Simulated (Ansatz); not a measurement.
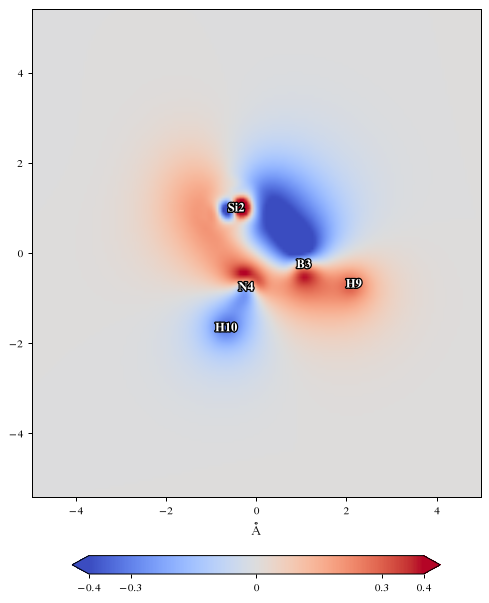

BH6NSi2 (SMILES [SiH3][SiH]1BN1). The HOMO on the plane of atoms Si2, B3 and N4 (values in Å⁻³ᐟ²; the overall sign is arbitrary).

Geometry: PBE0-D4/def2-TZVP.

Computed with Ansatz, RKS PBE0-D4/def2-TZVPP.

```xyz
10

Si   -1.4174    0.8532   -0.8064
Si   -0.1409   -0.7426    0.3189
B     1.3744   -0.3602    1.4676
N     1.6090   -0.5807    0.1334
H    -1.4653    0.5966   -2.2731
H    -2.8138    0.8378   -0.2907
H    -0.8345    2.2029   -0.5797
H    -0.6431   -2.1277    0.0929
H     2.0178   -0.1160    2.4351
H     2.3970   -0.6147   -0.4950
```

Question: Describe this orbital and give its energy.

Answer: It lies mainly on Si2 (about 40 %), B3 (about 30 %), N4 (about 10 %) and Si1 (about 10 %). Its energy is −6.97 eV.
